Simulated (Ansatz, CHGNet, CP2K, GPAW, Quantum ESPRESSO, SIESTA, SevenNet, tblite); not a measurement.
# Random packing of 61Li2S-17P2S5-22LiCl (mol %) (62 atoms): other programs against plane waves

Aim: forces, pressure of random packing of 61Li2S-17P2S5-22LiCl (mol %) (62 atoms) at one geometry, from other programs and methods, against plane-wave PBE.

Results are calculated, not measured.

## 1. The structure

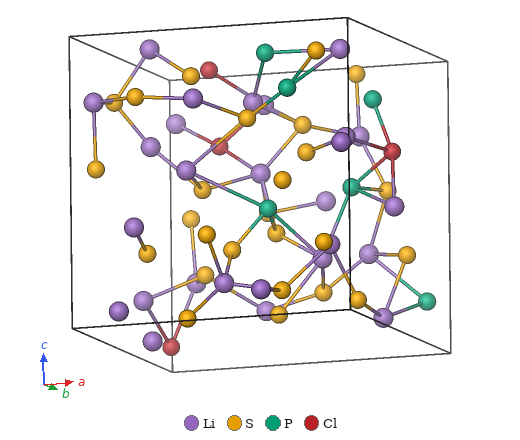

The cell (lithium purple, sulfur orange, phosphorus teal, chlorine red). Bonds to atoms that aren't drawn are left out. Some periodic images of atoms are drawn too.

The cell holds 62 atoms (26 Li, 26 S, 6 P and 4 Cl), with edges of 10.73, 10.73 and 10.73 Å. Recipe: 62 atoms (26 Li, 26 S, 6 P, 4 Cl) packed at random in a cube at 1.8 g/cm³ and pushed apart as soft spheres, cations and anions kept from their own kind; a start for melting by ab initio MD, not an equilibrated structure. Then every atom was moved at random, 0.05 Å r.m.s. a Cartesian component. The density is 1.80 g/cm³.

## 2. The reference input

Quantum ESPRESSO 7.5: Kohn-Sham DFT, PBE, SSSP efficiency 1.3.0 pseudopotentials, plane waves. Its input, pw.in:

```
&control
  calculation = 'scf'
  pseudo_dir = './pseudo'
  outdir = './tmp'
  disk_io = 'none'
  tprnfor = .true.
  tstress = .true.
/
&system
  ibrav = 0
  nat = 62
  ntyp = 4
  ecutwfc = 45
  ecutrho = 360
  nosym = .true.
  occupations = 'smearing'
  smearing = 'fd'
  degauss = 0.003675
/
&electrons
  conv_thr = 3.1e-07
  electron_maxstep = 100
  mixing_beta = 0.4
  mixing_mode = 'plain'
  diagonalization = 'david'
/
ATOMIC_SPECIES
Li 6.940 Li.upf
S 32.060 S.upf
P 30.974 P.upf
Cl 35.450 Cl.upf
CELL_PARAMETERS angstrom
10.73070 0.00000 0.00000
0.00000 10.73070 0.00000
0.00000 0.00000 10.73070
ATOMIC_POSITIONS crystal
Li 0.97120 0.00549 0.57681
Li 0.40835 0.80944 0.15454
Li 0.98034 0.50409 0.43001
Li 0.66960 0.02867 0.09513
[... 56 atom lines left out ...]
Cl 0.07673 0.77563 0.04789
Cl 0.27892 0.61858 0.95942
K_POINTS gamma
```

```console
$ OMP_NUM_THREADS=1 mpirun -np 2 pw.x -in pw.in > output.txt
```

The job ended after 6.3 min (2 MPI ranks of Arm Neoverse V2, shared host; peak memory 2.5 GiB; 13 min of CPU time).

It converged with an r.m.s. force component of 0.62 eV/Å and a pressure of -0.65 GPa.

## 3. The other programs

- CHGNet: machine-learned potential, published weights.
- CP2K 2026.2: Gaussian basis with GTH pseudopotentials and a plane-wave density; labels give functional, basis (MOLOPT sets; SR short-range, UZH the newer set with its own potentials), grid cutoff/relative cutoff and solver (OT: orbital transformation; TRS4, TC2, SIGN: linear-scaling purification with its sparsity filter), or its built-in tight binding.
- GPAW 26.7.0: PAW with atomic orbitals (LCAO), plane waves or a real-space grid of spacing h.
- Quantum ESPRESSO 7.5: plane waves; labels (QE) give functional, pseudopotential set and cutoffs of waves/density.
- SIESTA 5.4.2: numerical atomic orbitals, whose automatically made sets are far from complete, with PseudoDojo norm-conserving potentials that we converted to its format (checked against plane waves on the same files for H, C, O, Si, Ge and Ca alone); labels give functional, basis size, energy shift and mesh cutoff.
- SevenNet: machine-learned potential, published weights.
- tblite 0.8.0: extended tight binding, driven from Python.

All use the same cell and atoms, and the electronic-structure runs the same k-mesh.

## 4. All runs compared

Differences are against the reference: forces as r.m.s. over components, share as that over the reference's r.m.s. force, slope as the fitted ratio of a run's forces to the reference's.

```tsv
run	Δ force, r.m.s. (meV/Å)	share (%)	slope	Δ pressure (GPa)	cores	CPU time	memory (GiB)
reference	-	-	-	-	2	13 min	2.5
CHGNet 0.3.0 potential	336	54.6	0.762	-0.871	1	3.1 s	0.66
CHGNet r2SCAN potential	399	64.7	0.629	-1.65	1	3.1 s	0.67
CP2K PBE, DZVP-MOLOPT-SR, 420/50 Ry, diagonalisation (coarse)	43.8	7.12	1.020	0.271	2	5.1 min	1.8
CP2K PBE, DZVP-MOLOPT-SR, 600/50 Ry, diagonalisation	43.8	7.12	1.020	0.268	2	5.7 min	2.9
CP2K PBE, DZVP-MOLOPT-SR, 600/70 Ry, diagonalisation	43.8	7.12	1.020	0.268	2	7.4 min	2.9
CP2K PBE, SZV-MOLOPT-SR, 600/50 Ry, diagonalisation (coarse)	861	140	1.400	5.85	1	3.8 min	2.8
GPAW PBE, LCAO dzp, h 0.2 Å	145	23.6	1.084	-	1	2.3 min	1.0
GPAW PBE, LCAO sz(dzp), h 0.2 Å (coarse)	1107	180	1.324	-	1	49 s	0.82
GPAW PBE, LCAO szp(dzp), h 0.2 Å (coarse)	337	54.7	1.139	-	1	2 min	1.0
GPAW RPBE, LCAO dzp, h 0.2 Å	159	25.9	1.115	-	1	2.4 min	1.0
QE PBE, sssp-1.3.0-efficiency, 30/240 Ry (coarse)	1.50	0.243	1.000	-0.455	2	7.5 min	1.4
QE PBE, sssp-1.3.0-efficiency, 45/360 Ry, rmm-davidson	0.287	0.047	1.000	-0.0023	4	14 min	2.7
SIESTA PBE, DZ, shift 0.01 Ry, mesh 300 Ry (coarse)	816	133	1.268	2.03	1	95 s	0.61
SIESTA PBE, DZP, shift 0.01 Ry, mesh 200 Ry	217	35.3	1.057	0.343	1	2.3 min	0.64
SIESTA PBE, DZP, shift 0.01 Ry, mesh 300 Ry	217	35.3	1.057	0.321	1	4.4 min	1.0
SIESTA PBE, SZ, shift 0.01 Ry, mesh 300 Ry (coarse)	1184	192	1.301	4.20	1	72 s	0.52
SIESTA PBE, SZ, shift 0.02 Ry, mesh 300 Ry (coarse)	1051	171	1.249	0.85	1	63 s	0.47
SIESTA PBE, SZP, shift 0.01 Ry, mesh 300 Ry (coarse)	529	85.9	1.096	1.15	1	3.4 min	0.93
SevenNet l3i5 potential	268	43.5	0.864	-0.680	1	8.4 s	0.96
tblite GFN1-xTB	413	67.0	0.889	-4.87	1	4 s	0.11
tblite IPEA1-xTB	459	74.6	0.996	-10.8	1	3.6 s	0.12
```

Rows marked coarse were listed beforehand as settings not expected to be converged; some can still land near the reference.

Times of the machine-learned potentials are mostly Python's start and the loading of weights.

Runs without a result: CP2K GFN1-xTB, diagonalisation (not converged).

At other geometries of this session 1 more runs gave no result.

CPU time is summed over cores on shared hosts, so it is rough.

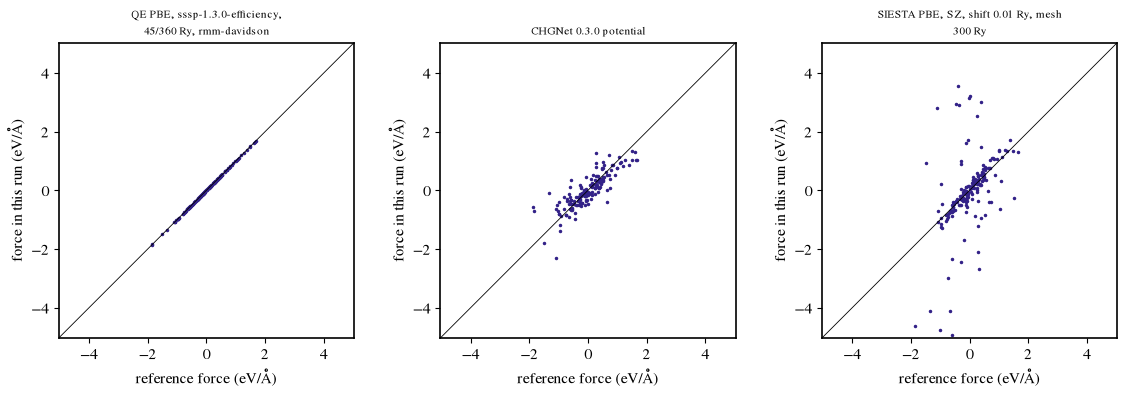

Force components against those of the reference; the line marks equality. Points beyond the frame are left out.

## 5. Findings

Forces lie from 0.047 % (QE PBE, sssp-1.3.0-efficiency, 45/360 Ry, rmm-davidson) to 192 % (SIESTA PBE, SZ, shift 0.01 Ry, mesh 300 Ry, coarse) of the reference's r.m.s. force of 0.62 eV/Å away from it. Other PBE runs on plane waves or a grid: QE PBE, sssp-1.3.0-efficiency, 45/360 Ry, rmm-davidson 0.047 % of the r.m.s. force; the reference has errors of its own, so differences under a few per cent don't tell which side is nearer the exact PBE result. The PBE runs in local orbitals, coarse settings apart, differ by 7.1 % (CP2K PBE, DZVP-MOLOPT-SR, 600/70 Ry, diagonalisation) to 35 % (SIESTA PBE, DZP, shift 0.01 Ry, mesh 200 Ry); basis, grid and potentials can all enter. Tight binding differs by 67 % (tblite GFN1-xTB) to 75 % (tblite IPEA1-xTB); it is another model, with fitted parameters of its own, and the xTB methods hold dispersion.

Machine-learned potentials differ by 44 % (SevenNet l3i5 potential) to 65 % (CHGNet r2SCAN potential); they were trained on other programs' data, some at another functional. Among those trained on PBE data the slope goes as low as 0.76, with a correlation of 0.84, so directions differ as well as sizes. Rows with another functional or a dispersion term differ by 26 % (GPAW RPBE, LCAO dzp, h 0.2 Å), which mixes the change of model with differences of basis and potentials. IPEA1-xTB was fitted to ionisation energies and electron affinities, not to forces or charges. Runs with settings chosen to be coarse differ by 0.24 % (QE PBE, sssp-1.3.0-efficiency, 30/240 Ry) to 192 % (SIESTA PBE, SZ, shift 0.01 Ry, mesh 300 Ry), their programs' other errors included. From CP2K PBE, DZVP-MOLOPT-SR, 420/50 Ry, diagonalisation to the finer CP2K PBE, DZVP-MOLOPT-SR, 600/70 Ry, diagonalisation the share goes from 7.12 to 7.12 %, so the grid isn't what parts these runs from the reference. From SIESTA PBE, DZP, shift 0.01 Ry, mesh 200 Ry to the finer SIESTA PBE, DZP, shift 0.01 Ry, mesh 300 Ry the share goes from 35.3 to 35.3 %, so the grid isn't what parts these runs from the reference. Pressures at PBE, coarse settings apart, lie -0.00 to +0.34 GPa from the reference's.

Caveats: Periodic xTB results under one method name differ between programs and library versions. The potentials hold different valence shells: 292 electrons in the reference, 240 in GPAW; this bears on time and differences. The reference's pressure holds the uncorrected Pulay stress of its 45 Ry basis, so small pressure differences may be the reference's own error. Machine-learned potentials mimic data converged in k, so the reference's own k-point error enters their differences. The electronic-structure runs sample only Γ, in a cell whose shortest periodic width is 11 Å, which is coarse for a cell with partly filled levels. CP2K warns in some runs that its smearing reaches the highest orbitals computed, so too few empty orbitals were added. The reference has no spin polarisation, so local moments can't form. Where levels are smeared, the DFT runs use Fermi–Dirac occupations at 580 K (0.05 eV), and energies are free energies. The atoms were displaced at random, and shares hang on the size of the forces that this gives. The reference's cutoffs and mesh weren't converged further here.

[Logs are printed without paths, hosts, clocks, repeated set-up lines and the standing remarks that a program may print on its own settings, such as how far it seeks lower states.]

[Hosts, paths, dates, database ids (printed as entryN), source tags and the programs' standing remarks are cut or masked in the printed files.]

[Cells were taken only where this reference lay near another plane-wave run.]
